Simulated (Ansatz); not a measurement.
A series of calculations on CH₁₀Si₂

**1. Relaxation**

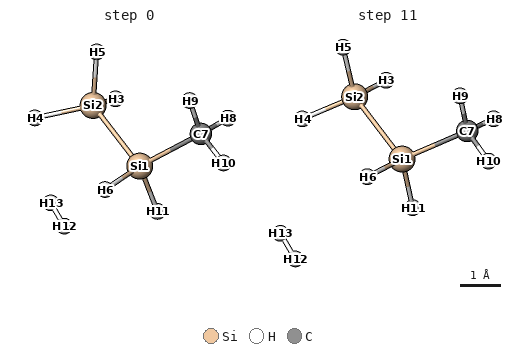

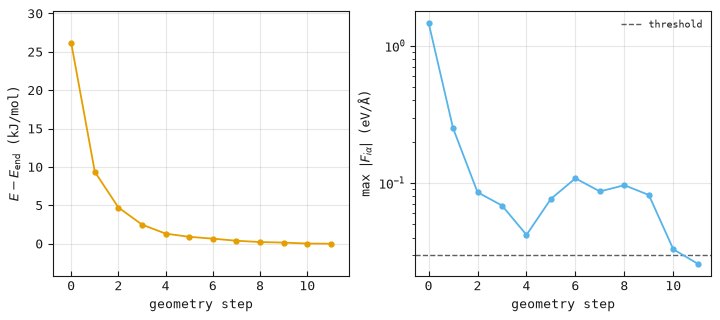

First and last geometry of a relaxation of CH10Si2, with the history of the run. The picture is a ball-and-stick view, seen at a tilt.

The run prepares an end point of a later path (reaction) calculation, from a guessed geometry.

All numbers below come from RKS PBE/6-31G* in Ansatz.

The input:
```yaml
crystal:
  periodic: [false, false, false]
  atoms:
    - { symbol: Si, position_ang: [0.012918, 0.161646, 0.124695] }
    - { symbol: Si, position_ang: [-0.119904, 0.099723, 2.379114] }
    - { symbol: H, position_ang: [-1.398259, -0.546321, 2.839302] }
    - { symbol: H, position_ang: [1.015444, -0.618604, 3.048593] }
    - { symbol: H, position_ang: [-0.121154, 1.502816, 2.923858] }
    - { symbol: H, position_ang: [1.452897, 0.227324, -0.304602] }
    - { symbol: C, position_ang: [-0.926593, 1.669608, -0.553817] }
    - { symbol: H, position_ang: [-1.9969, 1.620955, -0.295533] }
    - { symbol: H, position_ang: [-0.524908, 2.609461, -0.142147] }
    - { symbol: H, position_ang: [-0.850424, 1.721974, -1.65193] }
    - { symbol: H, position_ang: [-0.571014, -1.083702, -0.479534] }
    - { symbol: H, position_ang: [1.200097, -2.159952, 0.692665] }
    - { symbol: H, position_ang: [1.193701, -2.002628, 1.387735] }
basis:
  gaussian: { orbitals: "6-31G*" }
hamiltonian:
  xc: pbe
relax:
  f_tol: 0.03
  max_steps: 50
```

Run as
```bash
ansatz run input.yaml --threads 1 --pin off --max-ram 2048MiB --backend cpu --events-out ev --progress --plain --runs-dir out
```

Did the run converge, and what did it change?

Answer. It converged. The energy falls by 26.2 kJ/mol in 11 geometry steps. Largest force component: 1.5 eV/Å at the start, 0.026 eV/Å at the end. The largest move after the best rigid fit is that of H12, 1.14 Å. By element the largest moves are H 1.14 Å, Si 0.25 Å, C 0.22 Å. Near-neighbour distances that change, for instance: Si1–Si2 2.259 → 2.352 Å, H12–H13 0.713 → 0.751 Å. Bond angles that change, for instance: Si1–Si2–H4 114.4° → 111.8°, Si2–Si1–H11 110.8° → 108.7°. Groups turn about Si1–Si2 by about 25°. Cost: 18 s on 1 thread of Intel(R) Xeon(R) 6975P-C (Granite Rapids), on a shared host, peak memory 0.13 GiB.

**2. Relaxation**

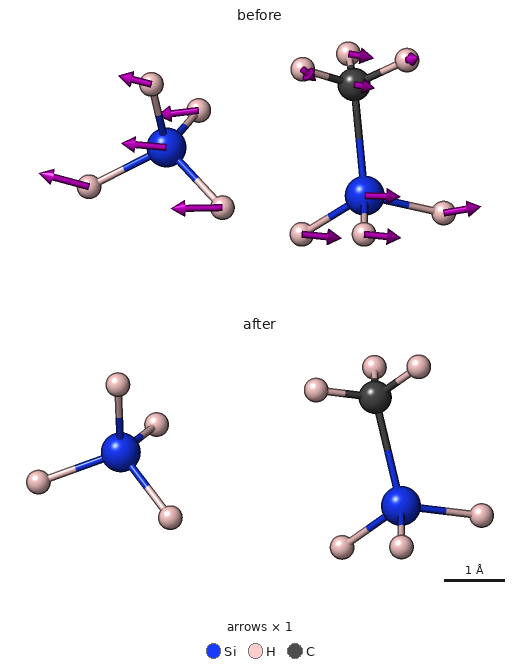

The structure of CH$_{10}$Si$_{2}$ before (top) and after (bottom) a relaxation, at one scale. The purple arrows give the displacements, at their true length.

Style: ball-and-stick. Shown face on.

The run prepares an end point of a later path (reaction) calculation, from a guessed geometry.

Theory: RKS PBE/6-31G* (Ansatz).

The input:
```yaml
crystal:
  periodic: [false, false, false]
  atoms:
    - { symbol: Si, position_ang: [0.136038, -0.386454, -0.664382] }
    - { symbol: Si, position_ang: [0.216973, 0.084147, 2.745402] }
    - { symbol: H, position_ang: [-1.218555, -0.22385, 2.450917] }
    - { symbol: H, position_ang: [0.624029, -0.687032, 3.970396] }
    - { symbol: H, position_ang: [0.365256, 1.548797, 3.03271] }
    - { symbol: H, position_ang: [1.573055, -0.007437, -0.91092] }
    - { symbol: C, position_ang: [-0.87701, 1.152042, -0.230599] }
    - { symbol: H, position_ang: [-1.917418, 0.91912, 0.054615] }
    - { symbol: H, position_ang: [-0.401167, 1.725082, 0.583988] }
    - { symbol: H, position_ang: [-0.922753, 1.824888, -1.106971] }
    - { symbol: H, position_ang: [-0.413019, -0.977419, -1.940087] }
    - { symbol: H, position_ang: [0.149294, -1.431489, 0.373539] }
    - { symbol: H, position_ang: [1.051177, -0.338094, 1.609793] }
basis:
  gaussian: { orbitals: "6-31G*" }
hamiltonian:
  xc: pbe
relax:
  f_tol: 0.03
  max_steps: 50
```

Launched with:
```bash
ansatz run input.yaml --threads 1 --pin off --max-ram 2048MiB --backend cpu --events-out ev --progress --plain --runs-dir out
```

> Summarise the run.

The largest moves after the best rigid fit, 0.89 Å, are those of H4 and H13. By element the largest moves are H 0.89 Å, Si 0.78 Å, C 0.36 Å. Some distances before and after: Si1–H12 1.473 → 1.502 Å, Si1–H11 1.509 → 1.502 Å. Among the angles between lasting bonds that change: C7–Si1–H12 114.8° → 111.0°, H5–Si2–H13 111.8° → 109.3°, C7–Si1–H11 108.5° → 110.8°. After 8 geometry steps the energy has fallen by 9.15 kcal/mol. Largest force component: 0.96 eV/Å at the start, 0.011 eV/Å at the end.

**3. Path**

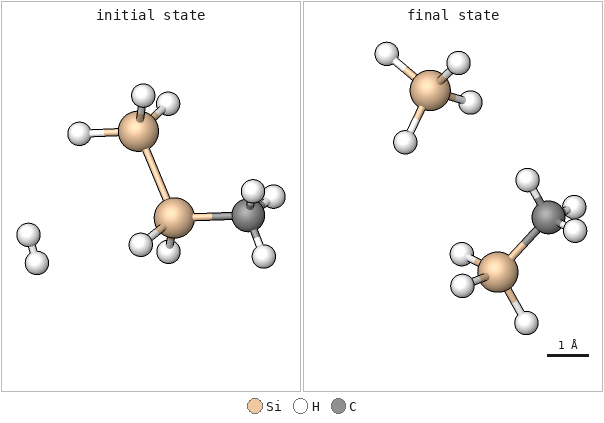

The two relaxed end points of a path for CH10Si2, made up at the start of CH₈Si₂ and H2. Style: ball-and-stick. Shown at a tilt.

The calculation used RKS PBE/6-31G* in Ansatz 0.2.0.

Settings: 5 movable images; climbing image; force threshold 0.05 eV/Å; iteration limit 60.

Start:
```xyz
13

Si   -0.0315    0.4104    0.1166
Si   -0.2213    0.2976    2.4587
H    -1.6345   -0.0008    2.8738
H     0.6611   -0.7711    3.0389
H     0.1684    1.6056    3.0907
H     1.4152    0.6223   -0.2394
C    -1.0953    1.7968   -0.6299
H    -2.1620    1.6422   -0.3974
H    -0.7975    2.7800   -0.2294
H    -0.9839    1.8243   -1.7268
H    -0.4340   -0.9185   -0.4637
H     1.6995   -3.1799    0.6909
H     1.7817   -2.9066    1.3853
```

End:
```xyz
13

Si    0.1155   -0.3018   -1.2823
Si    0.1892   -0.0073    3.5231
H    -1.1805   -0.4186    3.0761
H     0.5073   -0.6604    4.8341
H     0.2327    1.4829    3.6831
H     1.5718    0.0115   -1.4772
C    -0.8131    1.1949   -0.5883
H    -1.8801    0.9603   -0.4393
H    -0.3919    1.5037    0.3834
H    -0.7448    2.0543   -1.2764
H    -0.4518   -0.7133   -2.6113
H     0.0146   -1.4778   -0.3530
H     1.1970   -0.4260    2.4964
```

What barrier does the band find between them, and by what path?

Answer. The energy climbs by 2.97 eV to image 3 and then falls by 3.08 eV, so the end point sits at −0.11 eV. Breaking: H12–H13 (0.75 → 1.13 at the top → 3.26 Å), Si1–Si2 (2.35 → 2.79 at the top → 4.81 Å). Forming: Si1–H12 (4.03 → 1.72 at the top → 1.50 Å), Si2–H13 (3.93 → 1.89 at the top → 1.50 Å). The band is converged. At the top, the vibrational analysis gives one imaginary mode (1488i cm⁻¹), as a transition state must have.

Energies of the converged images:

```tsv
image	path (Å)	E (eV)
0	0.00	0.000
1	1.21	0.041
2	2.42	0.560
3	3.63	2.971
4	5.00	0.543
5	6.36	-0.075
6	7.73	-0.109
```

The geometry at the top of the path:

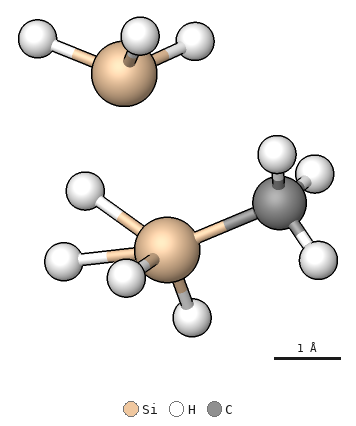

Limits of the set-up: the start holds two separate molecules, 2.9 Å apart at their closest, whose relative position is a soft coordinate and is computed without a dispersion correction.

The run took 2 min on 1 thread of Intel(R) Xeon(R) 6975P-C (Granite Rapids), on a shared host, peak memory 0.13 GiB.
